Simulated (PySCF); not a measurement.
**UMP2/3-21G run of C2H5Si2 (SMILES [SiH2]C#C[SiH3])**

Aim: the vertical ionisation energy of C2H5Si2 at UMP2/3-21G, from 2 runs. The job is set up through a Python script.

The results are computed with PySCF 2.14.0.

## (1) The molecule

C2H5Si2: 9 atoms, total charge 0, spin state doublet. SMILES: `[SiH2]C#C[SiH3]`. The shape is that of a PBE0-D4/def2-TZVP optimisation.

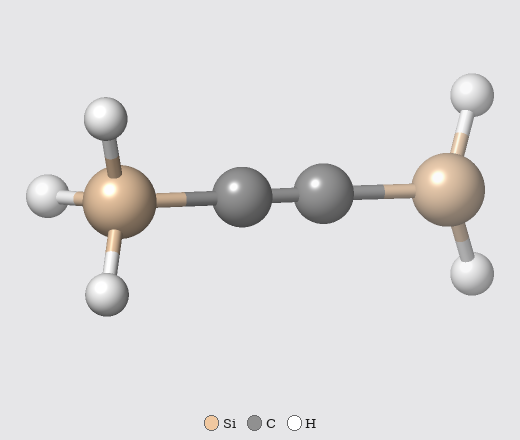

The structure, seen from a chosen angle (silicon light orange, carbon grey, hydrogen white).

## (2) The energy at UMP2/3-21G

input.py reads:

```python
from pyscf import gto, mp

mol = gto.M(
    atom='''
Si    -0.157414     4.490745    -2.498029
C     -0.043653     1.514427    -0.848487
C      0.239806    -0.461660     0.301789
Si     0.615484    -3.428908     2.015393
H     -0.785181     4.146815    -5.207896
H     -1.853632     6.317732    -1.216984
H     -1.828877    -4.801227     2.046006
H      2.559067    -4.989633     0.733403
H      1.421830    -2.875974     4.642301
''',
    charge=0,
    spin=1,
    unit='bohr',
    max_memory=1860,
    basis='3-21g',
    verbose=3,
)

mf = mol.UHF()
mf.conv_tol = 1e-10
mf.kernel()
if not mf.converged:
    mf = mf.newton().run(mf.mo_coeff, mf.mo_occ)

pt = mp.MP2(mf, frozen=12).run()
e_tot = pt.e_tot
print('E = %.10f Eh' % e_tot)
```

Command:

```bash
$ OMP_NUM_THREADS=1 python input.py
```

The program printed:

```text
converged SCF energy = -652.927362128019  <S^2> = 0.92083874  2S+1 = 2.164106
E(UMP2) = -653.190765124745  E_corr = -0.263402996725856
E(SCS-UMP2) = -653.194877591858  E_corr = -0.267515463838832
E = -653.1907651247 Eh
```

It took 0.97 s on 1 thread of Arm Neoverse V2, shared host; peak memory 0.13 GiB.

## (3) The singlet cation, same level

job.py reads:

```python
from pyscf import gto, scf, mp

mol = gto.M(
    atom='''
Si  -0.083300   2.376400  -1.321900
C   -0.023100   0.801400  -0.449000
C    0.126900  -0.244300   0.159700
Si   0.325700  -1.814500   1.066500
H   -0.415500   2.194400  -2.755900
H   -0.980900   3.343200  -0.644000
H   -0.967800  -2.540700   1.082700
H    1.354200  -2.640400   0.388100
H    0.752400  -1.521900   2.456600
''',
    basis='3-21g',
    verbose=4,
    spin=0,
    max_memory=1860,
    charge=1,
)

mf = scf.RHF(mol)
mf.conv_tol = 1e-10
mf.kernel()
if not mf.converged:
    mf = mf.newton().run(mf.mo_coeff, mf.mo_occ)

pt = mp.MP2(mf, frozen=12).run()
e_tot = pt.e_tot
print(f'total energy: {e_tot:.8f} hartree')
```

Command:

```bash
$ OMP_NUM_THREADS=1 python job.py
```

The program printed:

```text
PySCF version 2.14.0

[INPUT] num. atoms = 9
[INPUT] num. electrons = 44
[INPUT] charge = 1
[INPUT] spin (= nelec alpha-beta = 2S) = 0
[INPUT] symmetry False subgroup None
[INPUT] Mole.unit = angstrom
[INPUT] Symbol           X                Y                Z      unit          X                Y                Z       unit  Magmom
[INPUT]  1 Si    -0.083300000000   2.376400000000  -1.321900000000 AA   -0.157414186176   4.490745162416  -2.498028964063 Bohr   0.0
[INPUT]  2 C     -0.023100000000   0.801400000000  -0.449000000000 AA   -0.043652673477   1.514426516226  -0.848487029930 Bohr   0.0
[INPUT]  3 C      0.126900000000  -0.244300000000   0.159700000000 AA    0.239806245207  -0.461660092231   0.301789262093 Bohr   0.0
[INPUT]  4 Si     0.325700000000  -1.814500000000   1.066500000000 AA    0.615483798771  -3.428908053023   2.015392911849 Bohr   0.0
[INPUT]  5 H     -0.415500000000   2.194400000000  -2.755900000000 AA   -0.785181204757   4.146815007746  -5.207896226689 Bohr   0.0
[INPUT]  6 H     -0.980900000000   3.343200000000  -0.644000000000 AA   -1.853632355586   6.317732379646  -1.216983624220 Bohr   0.0
[INPUT]  7 H     -0.967800000000  -2.540700000000   1.082700000000 AA   -1.828876943354  -4.801227164682   2.046006475067 Bohr   0.0
[INPUT]  8 H      1.354200000000  -2.640400000000   0.388100000000 AA    2.559067117886  -4.989632859302   0.733402708944 Bohr   0.0
[INPUT]  9 H      0.752400000000  -1.521900000000   2.456600000000 AA    1.421829936123  -2.875974188976   4.642301197607 Bohr   0.0

nuclear repulsion = 158.480323194403
number of shells = 34
number of NR pGTOs = 99
number of NR cGTOs = 54
basis = 3-21g
ecp = {}

******** <class 'pyscf.scf.hf.RHF'> ********
method = RHF
initial guess = minao
damping factor = 0
level_shift factor = 0
DIIS = <class 'pyscf.scf.diis.CDIIS'>
diis_start_cycle = 1
diis_space = 8
diis_damp = 0
SCF conv_tol = 1e-10
SCF conv_tol_grad = None
SCF max_cycles = 50
direct_scf = True
direct_scf_tol = 1e-13
Set gradient conv threshold to 1e-05
Initial guess from minao.
init E= -652.681541944673
  HOMO = -0.292508385300281  LUMO = -0.122744816124322  gap/eV = 4.61950
cycle= 1 E= -652.567010941364  delta_E= 0.115  |g|= 0.361  |ddm|= 2.98
  HOMO = -0.59847855227226  LUMO = -0.311781144437026  gap/eV = 7.80143
cycle= 2 E= -652.630285172676  delta_E= -0.0633  |g|= 0.0962  |ddm|= 0.963
  HOMO = -0.586328975404383  LUMO = -0.255085089545196  gap/eV = 9.01361
cycle= 3 E= -652.633589330444  delta_E= -0.0033  |g|= 0.053  |ddm|= 0.244
  HOMO = -0.584506824430724  LUMO = -0.257087096363542  gap/eV = 8.90954
cycle= 4 E= -652.634443155813  delta_E= -0.000854  |g|= 0.0188  |ddm|= 0.0769
  HOMO = -0.585844935175074  LUMO = -0.25799882835563  gap/eV = 8.92115
cycle= 5 E= -652.634577270731  delta_E= -0.000134  |g|= 0.0034  |ddm|= 0.0362
  HOMO = -0.585961981844195  LUMO = -0.257910400844739  gap/eV = 8.92674
cycle= 6 E= -652.634593672533  delta_E= -1.64e-05  |g|= 0.00161  |ddm|= 0.00923
  HOMO = -0.585908865386685  LUMO = -0.257656525764064  gap/eV = 8.93220
cycle= 7 E= -652.634599257395  delta_E= -5.58e-06  |g|= 0.000601  |ddm|= 0.00622
  HOMO = -0.585965686666805  LUMO = -0.257606384410531  gap/eV = 8.93511
cycle= 8 E= -652.634600120065  delta_E= -8.63e-07  |g|= 0.000175  |ddm|= 0.00268
  HOMO = -0.585962187850498  LUMO = -0.257617009387769  gap/eV = 8.93473
cycle= 9 E= -652.634600190432  delta_E= -7.04e-08  |g|= 6.34e-05  |ddm|= 0.000802
  HOMO = -0.585979864710764  LUMO = -0.257613352878837  gap/eV = 8.93531
cycle= 10 E= -652.634600195747  delta_E= -5.31e-09  |g|= 2.1e-05  |ddm|= 0.000225
  HOMO = -0.585979320881972  LUMO = -0.257610329614665  gap/eV = 8.93538
cycle= 11 E= -652.634600196349  delta_E= -6.02e-10  |g|= 7.04e-06  |ddm|= 7.81e-05
  HOMO = -0.585980706313748  LUMO = -0.257609813657033  gap/eV = 8.93543
cycle= 12 E= -652.634600196398  delta_E= -4.93e-11  |g|= 1.61e-06  |ddm|= 2.79e-05
  HOMO = -0.585980801786785  LUMO = -0.257609513380303  gap/eV = 8.93544
Extra cycle  E= -652.634600196398  delta_E=    0  |g|= 8.95e-07  |ddm|= 3.64e-06
converged SCF energy = -652.634600196398

******** <class 'pyscf.mp.mp2.RMP2'> ********
nocc = 10, nmo = 42
frozen orbitals 12
E(RMP2) = -652.915649175006  E_corr = -0.281048978607447
E(SCS-RMP2) = -652.920805338329  E_corr = -0.286205141931072
E_corr(same-spin) = -0.0589080373821508
E_corr(oppo-spin) = -0.222140941225296
total energy: -652.91564918 hartree
```

It took 0.76 s on 1 thread of Arm Neoverse V2, shared host; peak memory 0.13 GiB.

## (4) What came out

Level: UMP2/3-21G, 12 core orbitals frozen.

```
                                                                   quantity          value
                                              doublet C2H5Si2: total energy  -653.19077 Eh
                      doublet C2H5Si2: dipole moment (Hartree–Fock density)         0.35 D
doublet C2H5Si2: HOMO energy (Hartree–Fock orbitals) (highest over α and β)       -8.85 eV
 doublet C2H5Si2: LUMO energy (Hartree–Fock orbitals) (lowest over α and β)        0.97 eV
              doublet C2H5Si2: correlation energy (12 core orbitals frozen)     -263.4 mEh
                         doublet C2H5Si2: ⟨S²⟩ of the reference determinant          0.921
                                               singlet cation: total energy  -652.91565 Eh
                        singlet cation: HOMO energy (Hartree–Fock orbitals)      -15.95 eV
                        singlet cation: LUMO energy (Hartree–Fock orbitals)       -7.01 eV
                      singlet cation: HOMO–LUMO gap (Hartree–Fock orbitals)        8.94 eV
               singlet cation: correlation energy (12 core orbitals frozen)     -281.0 mEh
                         vertical ionisation energy (to the singlet cation)       7.486 eV
```

What this shows: The vertical ionisation energy comes to 7.49 eV (722 kJ/mol). Only the singlet of the ionised species was computed; a triplet could lie lower. ⟨S²⟩ (doublet C2H5Si2) is 0.92 where a pure doublet has 0.75: the reference is spin-contaminated. Mulliken charges (singlet cation) of the mean-field density run from -0.68 on C2 to +1.38 on Si1.
